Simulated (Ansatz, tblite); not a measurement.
# (Cl2B-mu-SMe)2 (C2H6B2Cl4S2): a ladder of methods and basis sets

How do method and basis change the picture of (Cl2B-mu-SMe)2 (C2H6B2Cl4S2) (singlet)?

Method: as each input shows; program: Ansatz 0.2.0, Gaussian basis.

The runs, in order: GFN1-xTB, GFN2-xTB, PBE-D4/def2-TZVP, r2SCAN-D4/def2-TZVP, BHLYP-D4/def2-TZVP, LC-ωPBE/def2-TZVP, ωB97M-V/def2-TZVP, PBE+5HF/def2-SVP, PBE+10HF/def2-SVP, PBE+15HF/def2-SVP, PBE+35HF/def2-SVP, PBE+50HF/def2-SVP, PBE-D4/def2-SVP, PBE0-D4/def2-SVP, HF/STO-3G, CCSD(T)/def2-TZVPP, MP2/def2-TZVP, RPA/def2-TZVP.

### Step 1. The structure

The singlet was relaxed beforehand with PBE-D4/def2-SVP.

16 atoms, charge 0, spin multiplicity 1.

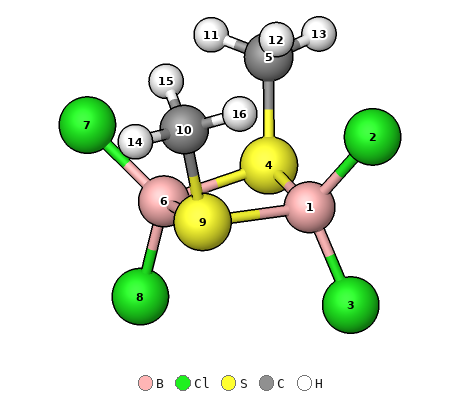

The structure; boron pink, chlorine green, sulfur yellow, carbon grey, hydrogen white; atoms are numbered from 1 in the order of the file.

PBE0-D4/def2-TZVP was run before; its log isn't repeated, and its numbers join the tables.

### Step 2. GFN1-xTB

Tight binding, by tblite at 300 K electronic temperature and without a spin-polarisation term:

```python
tblite.interface.Calculator('GFN1-xTB', numbers, positions, charge=0, uhf=0).singlepoint()
```

Energy -949.7709 eV, HOMO -12.35 eV, LUMO -7.10 eV; 0.025 s.

### Step 3. GFN2-xTB

Tight binding, by tblite at 300 K electronic temperature and without a spin-polarisation term:

```python
tblite.interface.Calculator('GFN2-xTB', numbers, positions, charge=0, uhf=0).singlepoint()
```

Energy -942.7894 eV, HOMO -11.56 eV, LUMO -6.69 eV; 0.029 s.

### Step 4. PBE-D4/def2-TZVP

start.molden holds the orbitals of an earlier run on this state, given as this run's starting guess.

Contents of in.yaml:

```yaml
crystal:
  periodic: [false, false, false]
  atoms:
    - {symbol: B, position_ang: [0.581193, -0.048382, -1.603526]}
    - {symbol: Cl, position_ang: [2.328969, -0.170426, -1.134962]}
    - {symbol: Cl, position_ang: [0.215598, -0.035686, -3.370721]}
    - {symbol: S, position_ang: [-0.352435, 1.524628, -0.777815]}
    - {symbol: C, position_ang: [0.577916, 1.888911, 0.749887]}
    - {symbol: B, position_ang: [-1.683071, 0.116519, -0.257277]}
    - {symbol: Cl, position_ang: [-2.110173, 0.164680, 1.504718]}
    - {symbol: Cl, position_ang: [-3.056112, 0.198874, -1.425538]}
    - {symbol: S, position_ang: [-0.556341, -1.468918, -0.756894]}
    - {symbol: C, position_ang: [0.322712, -1.943882, 0.771134]}
    - {symbol: H, position_ang: [-0.159642, 2.052670, 1.557558]}
    - {symbol: H, position_ang: [1.263199, 1.058912, 1.000755]}
    - {symbol: H, position_ang: [1.160811, 2.808812, 0.561868]}
    - {symbol: H, position_ang: [-0.105653, -2.906610, 1.104634]}
    - {symbol: H, position_ang: [0.179495, -1.179983, 1.557492]}
    - {symbol: H, position_ang: [1.393545, -2.060120, 0.518697]}
basis:
  gaussian: {orbitals: def2-TZVP, initial_orbitals: start.molden}
hamiltonian: {xc: pbe, dispersion: d4}
scf: {omitted_lower_state_checks: [starts]}
output: {forces: true, orbitals: {seedname: orbitals}}
```

On the command line:

```bash
$ ansatz run in.yaml --threads 2 --pin off --events-out ev --progress --plain --max-ram 22528MiB --backend cuda --devices 0, --max-vram 18GiB
```

What it wrote:

```text
Functional definition: PBE
  name "PBE"
  cite "Perdew, Burke & Ernzerhof, Phys. Rev. Lett. 77, 3865 (1996) doi:10.1103/PhysRevLett.77.3865"
  parent pbe
  parameter kappa = 0.804
  parameter beta = 0.06672455060314922
  exchange = pbe_x(kappa = kappa, mu = beta*pi^2/3)
  correlation = pbe_c(beta = beta)
these checks for a lower state are left out or cut short: starts
2508 factors; their error is unknown
mean field evaluation 1: about -75260.6000 eV, gradient 2.0e1 eV
mean field evaluation 2: about -75260.8300 eV, gradient 3.3e-1 eV
mean field evaluation 4: about -75260.7953 eV, gradient 1.2e-3 eV
mean field -75260.79533676 eV, -2765.7832150267 hartree, gradient 1.7e-5 eV, S^2 0.000000; 0 other end points of the search recorded, 0 dependent functions left out
the calculation of the forces begins
reference -75260.79538731 eV, -2765.7832168843 hartree; 64, 64 occupied and 318, 318 virtual orbitals, 2508 factors
Total energy: -75261.66611148 eV, -2765.8152154075 hartree
Atom 0 at     0.581193    -0.048382    -1.603526 Å, force     0.017751    -0.003875     0.113670 eV/Å
Atom 1 at     2.328969    -0.170426    -1.134962 Å, force    -0.051341     0.014599    -0.078408 eV/Å
Atom 2 at     0.215598    -0.035686    -3.370721 Å, force     0.015436    -0.002193     0.027880 eV/Å
Atom 3 at    -0.352435     1.524628    -0.777815 Å, force     0.056488    -0.091206     0.090640 eV/Å
Atom 4 at     0.577916     1.888911     0.749887 Å, force     0.067963    -0.001690     0.136487 eV/Å
Atom 5 at    -1.683071     0.116519    -0.257277 Å, force     0.091784    -0.008341     0.071464 eV/Å
Atom 6 at    -2.110173     0.164680     1.504718 Å, force    -0.040424    -0.002285    -0.084575 eV/Å
Atom 7 at    -3.056112     0.198874    -1.425538 Å, force     0.018218     0.003235     0.026855 eV/Å
Atom 8 at    -0.556341    -1.468918    -0.756894 Å, force     0.052616     0.084797     0.098253 eV/Å
Atom 9 at     0.322712    -1.943882     0.771134 Å, force     0.088962    -0.012121     0.129552 eV/Å
Atom 10 at    -0.159642     2.052670     1.557558 Å, force     0.222595    -0.029936    -0.236112 eV/Å
Atom 11 at     1.263199     1.058912     1.000755 Å, force    -0.222029     0.248019    -0.069813 eV/Å
Atom 12 at     1.160811     2.808812     0.561868 Å, force    -0.165395    -0.250792     0.043039 eV/Å
Atom 13 at    -0.105653    -2.906610     1.104634 Å, force     0.115303     0.266747    -0.102088 eV/Å
Atom 14 at     0.179495    -1.179983     1.557492 Å, force     0.054411    -0.232020    -0.248964 eV/Å
Atom 15 at     1.393545    -2.060120     0.518697 Å, force    -0.322339     0.017060     0.082119 eV/Å
Dipole moment:     0.417688    -0.021702     0.705189 e Å
Checks for a lower state left out: starts
```

It took 3.5 s on 1 × H100 (card shared with other runs) with 2 threads of AMD EPYC 7R13, shared host; peak host memory 0.93 GiB.

From the report: HOMO -6.92 eV, LUMO -1.69 eV.

### Step 5. r2SCAN-D4/def2-TZVP

Edit in.yaml of step 4 so:

```diff
@@ -21,4 +21,4 @@
   gaussian: {orbitals: def2-TZVP, initial_orbitals: start.molden}
-hamiltonian: {xc: pbe, dispersion: d4}
+hamiltonian: {xc: r2scan, dispersion: d4}
 scf: {omitted_lower_state_checks: [starts]}
-output: {forces: true, orbitals: {seedname: orbitals}}
+output: {orbitals: {seedname: orbitals}}
```

Launched as before.

What it wrote:

```text
Functional definition: r2SCAN
  name "r2SCAN"
  cite "Furness, Kaplan, Ning, Perdew & Sun, J. Phys. Chem. Lett. 11, 8208 (2020) doi:10.1021/acs.jpclett.0c02405"
  cite "Furness, Kaplan, Ning, Perdew & Sun, J. Phys. Chem. Lett. 11, 9248 (2020) doi:10.1021/acs.jpclett.0c03077"
  parent r2scan
  parameter k0 = 0.174
  parameter k1 = 0.065
  parameter a1 = 4.9479
  exchange = r2scan_x(k0 = k0, k1 = k1, a1 = a1)
  correlation = r2scan_c
these checks for a lower state are left out or cut short: starts
2508 factors; their error is unknown
mean field evaluation 1: about -75288.8287 eV, gradient 1.5e1 eV
mean field evaluation 2: about -75288.9078 eV, gradient 1.5e-1 eV
mean field evaluation 4: about -75288.8690 eV, gradient 5.5e-4 eV
mean field -75288.86901582 eV, -2766.8149037032 hartree, gradient 1.3e-5 eV, S^2 0.000000; 0 other end points of the search recorded, 0 dependent functions left out
reference -75288.86902973 eV, -2766.8149042143 hartree; 64, 64 occupied and 318, 318 virtual orbitals, 2508 factors
Total energy: -75289.09361096 eV, -2766.8231574223 hartree
Checks for a lower state left out: starts
```

Run time: 4.5 s. Hardware: 1 × H100 (card shared with other runs) with 2 threads of AMD EPYC 7R13, shared host; peak host memory 0.97 GiB.

HOMO -7.19 eV, LUMO -1.56 eV.

### Step 6. BHLYP-D4/def2-TZVP

Edit in.yaml of step 5 so:

```diff
@@ -21,4 +21,4 @@
   gaussian: {orbitals: def2-TZVP, initial_orbitals: start.molden}
-hamiltonian: {xc: r2scan, dispersion: d4}
+hamiltonian: {xc: {name: BHLYP}, dispersion: d4}
 scf: {omitted_lower_state_checks: [starts]}
-output: {orbitals: {seedname: orbitals}}
+output: {forces: true, orbitals: {seedname: orbitals}}
```

The command is unchanged.

What it wrote:

```text
Functional definition: BHLYP
  name "BHLYP"
  cite "Becke, J. Chem. Phys. 98, 1372 (1993) doi:10.1063/1.464304"
  cite "Becke, Phys. Rev. A 38, 3098 (1988) doi:10.1103/PhysRevA.38.3098"
  cite "Lee, Yang & Parr, Phys. Rev. B 37, 785 (1988) doi:10.1103/PhysRevB.37.785"
  parameter a = 0.5
  exchange = (1 - a)*b88_x + a*exact_x
  correlation = lyp_c
these checks for a lower state are left out or cut short: starts
2868 factors; their error is unknown
mean field evaluation 1: about -75292.2740 eV, gradient 1.7e1 eV
mean field evaluation 2: about -75292.4664 eV, gradient 3.2e-1 eV
mean field evaluation 4: about -75292.8683 eV, gradient 1.3e-3 eV
mean field -75292.86833555 eV, -2766.9618759922 hartree, gradient 2.1e-5 eV, S^2 0.000000; 0 other end points of the search recorded, 0 dependent functions left out
the calculation of the forces begins
reference -75292.86857206 eV, -2766.9618846840 hartree; 64, 64 occupied and 318, 318 virtual orbitals, 2868 factors
Total energy: -75294.02336279 eV, -2767.0043224603 hartree
Atom 0 at     0.581193    -0.048382    -1.603526 Å, force    -0.035488    -0.004351     0.075060 eV/Å
Atom 1 at     2.328969    -0.170426    -1.134962 Å, force    -0.286253     0.042836    -0.183204 eV/Å
Atom 2 at     0.215598    -0.035686    -3.370721 Å, force     0.106092    -0.007511     0.237915 eV/Å
Atom 3 at    -0.352435     1.524628    -0.777815 Å, force     0.197665    -0.492303     0.385900 eV/Å
Atom 4 at     0.577916     1.888911     0.749887 Å, force     0.163702     0.047941     0.326287 eV/Å
Atom 5 at    -1.683071     0.116519    -0.257277 Å, force     0.083385    -0.006104     0.006404 eV/Å
Atom 6 at    -2.110173     0.164680     1.504718 Å, force    -0.019661    -0.014670    -0.341978 eV/Å
Atom 7 at    -3.056112     0.198874    -1.425538 Å, force     0.158957    -0.003313     0.207196 eV/Å
Atom 8 at    -0.556341    -1.468918    -0.756894 Å, force     0.252489     0.464267     0.379345 eV/Å
Atom 9 at     0.322712    -1.943882     0.771134 Å, force     0.210842    -0.069634     0.305995 eV/Å
Atom 10 at    -0.159642     2.052670     1.557558 Å, force     0.637845    -0.094623    -0.662685 eV/Å
Atom 11 at     1.263199     1.058912     1.000755 Å, force    -0.604781     0.704194    -0.183505 eV/Å
Atom 12 at     1.160811     2.808812     0.561868 Å, force    -0.454389    -0.722954     0.145528 eV/Å
Atom 13 at    -0.105653    -2.906610     1.104634 Å, force     0.335522     0.759739    -0.261831 eV/Å
Atom 14 at     0.179495    -1.179983     1.557492 Å, force     0.159008    -0.656555    -0.675691 eV/Å
Atom 15 at     1.393545    -2.060120     0.518697 Å, force    -0.904935     0.053043     0.239264 eV/Å
Dipole moment:     0.452275    -0.023892     0.763620 e Å
Checks for a lower state left out: starts
```

It took 5 s on 1 × H100 (card shared with other runs) with 2 threads of AMD EPYC 7R13, shared host; peak host memory 1.2 GiB.

HOMO -9.24 eV, LUMO 0.21 eV.

### Step 7. LC-ωPBE/def2-TZVP

Edit in.yaml of step 6 so:

```diff
@@ -21,4 +21,4 @@
   gaussian: {orbitals: def2-TZVP, initial_orbitals: start.molden}
-hamiltonian: {xc: {name: BHLYP}, dispersion: d4}
+hamiltonian: {xc: {name: LC-wPBE}}
 scf: {omitted_lower_state_checks: [starts]}
-output: {forces: true, orbitals: {seedname: orbitals}}
+output: {orbitals: {seedname: orbitals}}
```

Launched as before.

What it wrote:

```text
Functional definition: LC-wPBE
  name "LC-wPBE"
  cite "Vydrov & Scuseria, J. Chem. Phys. 125, 234109 (2006) doi:10.1063/1.2409292"
  cite "Heyd & Scuseria, J. Chem. Phys. 120, 7274 (2004) doi:10.1063/1.1668634"
  cite "Ernzerhof & Perdew, J. Chem. Phys. 109, 3313 (1998) doi:10.1063/1.476928"
  cite "Perdew, Burke & Ernzerhof, Phys. Rev. Lett. 77, 3865 (1996) doi:10.1103/PhysRevLett.77.3865"
  parent pbe
  parameter omega = 0.4/bohr
  exchange = pbe_x_sr(omega) + exact_x_lr(omega)
  correlation = pbe_c
these checks for a lower state are left out or cut short: starts
2508 factors; their error is unknown
712 factors; integrals over basis functions are off by at most 2.6e-5 eV
mean field evaluation 1: about -75272.8881 eV, gradient 2.0e1 eV
mean field evaluation 2: about -75273.1928 eV, gradient 4.3e-1 eV
mean field evaluation 4: about -75273.1660 eV, gradient 4.2e-1 eV
mean field evaluation 8: about -75273.1662 eV, gradient 1.0e-5 eV
mean field -75273.16620009 eV, -2766.2378358688 hartree, gradient 1.0e-5 eV, S^2 0.000000; 0 other end points of the search recorded, 0 dependent functions left out
reference -75273.16620010 eV, -2766.2378358691 hartree; 64, 64 occupied and 318, 318 virtual orbitals, 2508 factors
Total energy: -75273.16620010 eV, -2766.2378358691 hartree
Checks for a lower state left out: starts
```

It took 3.8 s on 1 × H100 (card shared with other runs) with 2 threads of AMD EPYC 7R13, shared host; peak host memory 0.96 GiB.

Report: HOMO -10.77 eV, LUMO 1.44 eV.

### Step 8. ωB97M-V/def2-TZVP

Edit in.yaml of step 7 so:

```diff
@@ -21,3 +21,3 @@
   gaussian: {orbitals: def2-TZVP, initial_orbitals: start.molden}
-hamiltonian: {xc: {name: LC-wPBE}}
+hamiltonian: {xc: {name: wB97M-V}}
 scf: {omitted_lower_state_checks: [starts]}
```

Same command.

What it wrote:

```text
Functional definition: wB97M-V
  name "wB97M-V"
  cite "Mardirossian & Head-Gordon, J. Chem. Phys. 144, 214110 (2016) doi:10.1063/1.4952647"
  cite "Becke, J. Chem. Phys. 107, 8554 (1997) doi:10.1063/1.475007"
  cite "Vydrov & Van Voorhis, J. Chem. Phys. 133, 244103 (2010) doi:10.1063/1.3521275"
  # Of w^i u^j: cxij and so on, Table III.
  parameter omega = 0.3/bohr
  parameter cx = 0.15
  parameter cx01 = 1.007
  parameter cx10 = 0.259
  parameter css00 = 0.443
  parameter css04 = -1.437
  parameter css10 = -4.535
  parameter css20 = -3.390
  parameter css43 = 4.278
  parameter cos00 = 1.000
  parameter cos10 = 1.358
  parameter cos20 = 2.924
  parameter cos21 = -8.812
  parameter cos60 = -1.390
  parameter cos61 = 9.142
  parameter b = 6.0
  parameter c = 0.01
  gx(w, u) = 1 - cx + cx01*u + cx10*w
  gss(w, u) = css00 + css04*u^4 + css10*w + css20*w^2 + css43*w^4*u^3
  gos(w, u) = cos00 + cos10*w + (cos20 + cos21*u)*w^2 + (cos60 + cos61*u)*w^6
  exchange = spin_sum(e_x_unif_sr(omega)*gx(b97_w, b97_u_x)) + cx*exact_x_sr(omega) + exact_x_lr(omega)
  correlation = spin_sum(e_c_pw_mod_same_spin*gss(b97_w, b97_u_same))
      + integral(e_c_pw_mod_opposite_spin*gos(b97_w_opposite, b97_u_opposite)) + vv10(b, c)
these checks for a lower state are left out or cut short: starts
2542 factors; their error is unknown
535 factors; integrals over basis functions are off by at most 1.5e-5 eV
mean field evaluation 1: about -75290.2553 eV, gradient 2.0e1 eV
mean field evaluation 2: about -75290.4489 eV, gradient 2.9e-1 eV
mean field evaluation 4: about -75290.5413 eV, gradient 7.0e-4 eV
mean field -75290.54130098 eV, -2766.8763590491 hartree, gradient 1.8e-5 eV, S^2 0.000000; 0 other end points of the search recorded, 0 dependent functions left out
reference -75290.54135951 eV, -2766.8763612000 hartree; 64, 64 occupied and 318, 318 virtual orbitals, 2542 factors
Total energy: -75290.54135951 eV, -2766.8763612000 hartree
Checks for a lower state left out: starts
```

Wall time 4.8 s (1 × H100 (card shared with other runs) with 2 threads of AMD EPYC 7R13, shared host); peak host memory 1.1 GiB.

Report: HOMO -10.24 eV, LUMO 1.21 eV.

### Step 9. PBE+5HF/def2-SVP

Edit in.yaml of step 8 so:

```diff
@@ -20,4 +20,4 @@
 basis:
-  gaussian: {orbitals: def2-TZVP, initial_orbitals: start.molden}
-hamiltonian: {xc: {name: wB97M-V}}
+  gaussian: {orbitals: def2-SVP, initial_orbitals: start.molden}
+hamiltonian: {xc: {text: "exchange = 0.95*pbe_x + 0.05*exact_x\ncorrelation = pbe_c"}}
 scf: {omitted_lower_state_checks: [starts]}
```

On the command line:

```bash
$ ansatz run in.yaml --threads 2 --pin off --events-out ev --progress --plain --max-ram 22528MiB --backend cpu
```

What it wrote:

```text
Functional definition: unnamed
  exchange = 0.95*pbe_x + 0.05*exact_x
  correlation = pbe_c
these checks for a lower state are left out or cut short: starts
1851 factors; integrals over basis functions are off by at most 1.4e-3 eV
mean field evaluation 1: about -75233.4065 eV, gradient 1.1e1 eV
mean field evaluation 2: about -75233.6728 eV, gradient 2.2e-1 eV
mean field evaluation 4: about -75233.7338 eV, gradient 3.8e-4 eV
mean field -75233.73375973 eV, -2764.7887204136 hartree, gradient 1.8e-5 eV, S^2 0.000000; 0 other end points of the search recorded, 0 dependent functions left out
reference -75233.73379800 eV, -2764.7887218200 hartree; 64, 64 occupied and 130, 130 virtual orbitals, 1851 factors
Total energy: -75233.73379800 eV, -2764.7887218200 hartree
Checks for a lower state left out: starts
```

Wall time 12 s (2 threads of AMD EPYC 7R13, shared host).

Report: HOMO -7.07 eV, LUMO -1.07 eV.

### Step 10. PBE+10HF/def2-SVP

Edit in.yaml of step 9 so:

```diff
@@ -21,3 +21,3 @@
   gaussian: {orbitals: def2-SVP, initial_orbitals: start.molden}
-hamiltonian: {xc: {text: "exchange = 0.95*pbe_x + 0.05*exact_x\ncorrelation = pbe_c"}}
+hamiltonian: {xc: {text: "exchange = 0.90*pbe_x + 0.10*exact_x\ncorrelation = pbe_c"}}
 scf: {omitted_lower_state_checks: [starts]}
```

The command is unchanged.

What it wrote:

```text
Functional definition: unnamed
  exchange = 0.90*pbe_x + 0.10*exact_x
  correlation = pbe_c
these checks for a lower state are left out or cut short: starts
1851 factors; integrals over basis functions are off by at most 1.4e-3 eV
mean field evaluation 1: about -75234.7032 eV, gradient 9.9e0 eV
mean field evaluation 2: about -75234.9390 eV, gradient 1.9e-1 eV
mean field evaluation 4: about -75235.0730 eV, gradient 4.9e-4 eV
mean field -75235.07302512 eV, -2764.8379375092 hartree, gradient 1.1e-5 eV, S^2 0.000000; 0 other end points of the search recorded, 0 dependent functions left out
reference -75235.07306137 eV, -2764.8379388414 hartree; 64, 64 occupied and 130, 130 virtual orbitals, 1851 factors
Total energy: -75235.07306137 eV, -2764.8379388414 hartree
Checks for a lower state left out: starts
```

Run time: 13 s. Hardware: 2 threads of AMD EPYC 7R13, shared host.

Report: HOMO -7.33 eV, LUMO -0.90 eV.

### Step 11. PBE+15HF/def2-SVP

Edit in.yaml of step 10 so:

```diff
@@ -21,3 +21,3 @@
   gaussian: {orbitals: def2-SVP, initial_orbitals: start.molden}
-hamiltonian: {xc: {text: "exchange = 0.90*pbe_x + 0.10*exact_x\ncorrelation = pbe_c"}}
+hamiltonian: {xc: {text: "exchange = 0.85*pbe_x + 0.15*exact_x\ncorrelation = pbe_c"}}
 scf: {omitted_lower_state_checks: [starts]}
```

Same command.

What it wrote:

```text
Functional definition: unnamed
  exchange = 0.85*pbe_x + 0.15*exact_x
  correlation = pbe_c
these checks for a lower state are left out or cut short: starts
1851 factors; integrals over basis functions are off by at most 1.4e-3 eV
mean field evaluation 1: about -75235.9999 eV, gradient 8.9e0 eV
mean field evaluation 2: about -75236.2178 eV, gradient 1.6e-1 eV
mean field evaluation 4: about -75236.4247 eV, gradient 8.5e-4 eV
mean field -75236.42472311 eV, -2764.8876114940 hartree, gradient 2.4e-5 eV, S^2 0.000000; 0 other end points of the search recorded, 0 dependent functions left out
reference -75236.42475732 eV, -2764.8876127510 hartree; 64, 64 occupied and 130, 130 virtual orbitals, 1851 factors
Total energy: -75236.42475732 eV, -2764.8876127510 hartree
Checks for a lower state left out: starts
```

It took 9.5 s on 2 threads of AMD EPYC 7R13, shared host.

HOMO -7.59 eV, LUMO -0.72 eV.

### Step 12. PBE+35HF/def2-SVP

Edit in.yaml of step 11 so:

```diff
@@ -21,3 +21,3 @@
   gaussian: {orbitals: def2-SVP, initial_orbitals: start.molden}
-hamiltonian: {xc: {text: "exchange = 0.85*pbe_x + 0.15*exact_x\ncorrelation = pbe_c"}}
+hamiltonian: {xc: {text: "exchange = 0.65*pbe_x + 0.35*exact_x\ncorrelation = pbe_c"}}
 scf: {omitted_lower_state_checks: [starts]}
```

The command is unchanged.

What it wrote:

```text
Functional definition: unnamed
  exchange = 0.65*pbe_x + 0.35*exact_x
  correlation = pbe_c
these checks for a lower state are left out or cut short: starts
1851 factors; integrals over basis functions are off by at most 1.4e-3 eV
mean field evaluation 1: about -75241.1867 eV, gradient 9.9e0 eV
mean field evaluation 2: about -75241.4539 eV, gradient 1.8e-1 eV
mean field evaluation 4: about -75241.9504 eV, gradient 4.1e-3 eV
mean field evaluation 8: about -75241.9504 eV, gradient 1.3e-5 eV
mean field -75241.95038684 eV, -2765.0906758906 hartree, gradient 1.3e-5 eV, S^2 0.000000; 0 other end points of the search recorded, 0 dependent functions left out
reference -75241.95041273 eV, -2765.0906768421 hartree; 64, 64 occupied and 130, 130 virtual orbitals, 1851 factors
Total energy: -75241.95041273 eV, -2765.0906768421 hartree
Checks for a lower state left out: starts
```

Wall time 10 s (2 threads of AMD EPYC 7R13, shared host).

Report: HOMO -8.64 eV, LUMO -0.02 eV.

### Step 13. PBE+50HF/def2-SVP

Edit in.yaml of step 12 so:

```diff
@@ -21,3 +21,3 @@
   gaussian: {orbitals: def2-SVP, initial_orbitals: start.molden}
-hamiltonian: {xc: {text: "exchange = 0.65*pbe_x + 0.35*exact_x\ncorrelation = pbe_c"}}
+hamiltonian: {xc: {text: "exchange = 0.50*pbe_x + 0.50*exact_x\ncorrelation = pbe_c"}}
 scf: {omitted_lower_state_checks: [starts]}
```

The command is unchanged.

What it wrote:

```text
Functional definition: unnamed
  exchange = 0.50*pbe_x + 0.50*exact_x
  correlation = pbe_c
these checks for a lower state are left out or cut short: starts
1851 factors; integrals over basis functions are off by at most 1.4e-3 eV
mean field evaluation 1: about -75245.0768 eV, gradient 1.4e1 eV
mean field evaluation 2: about -75245.5000 eV, gradient 3.2e-1 eV
mean field evaluation 4: about -75246.2125 eV, gradient 8.9e-3 eV
mean field evaluation 8: about -75246.2126 eV, gradient 7.4e-6 eV
mean field -75246.21256240 eV, -2765.2473079535 hartree, gradient 8.6e-6 eV, S^2 0.000000; 0 other end points of the search recorded, 0 dependent functions left out
reference -75246.21258205 eV, -2765.2473086757 hartree; 64, 64 occupied and 130, 130 virtual orbitals, 1851 factors
Total energy: -75246.21258205 eV, -2765.2473086757 hartree
Checks for a lower state left out: starts
```

Run time: 11 s. Hardware: 2 threads of AMD EPYC 7R13, shared host.

HOMO -9.43 eV, LUMO 0.51 eV.

(Part 1 of 2 ends here.)
